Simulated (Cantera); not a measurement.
Charge: 1 mol PbO, 1.8 mol H2, 1.5 mol N2, held at 0.495 Torr.

Cantera equilibrium calculation (NASA polynomials, part measured and part estimated; ideal gas, pure solids and liquids). Candidate condensed phases: H2O, Pb, PbO, PbO2, Pb3O4; 27 gas species. Equilibrium is a limit: real reactors are often held back by kinetics, nucleation or transport.

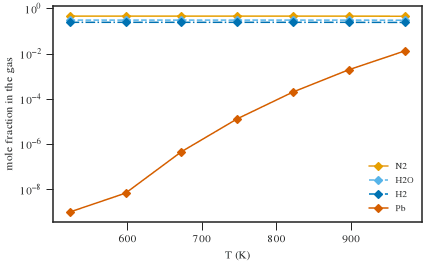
Fig. 1. Equilibrium gas composition (values under 1e-9 drawn at 1e-9)

From 523 K to 598 K the condensed part is Pb(s). From 673 K to 973 K the condensed part is Pb(l).
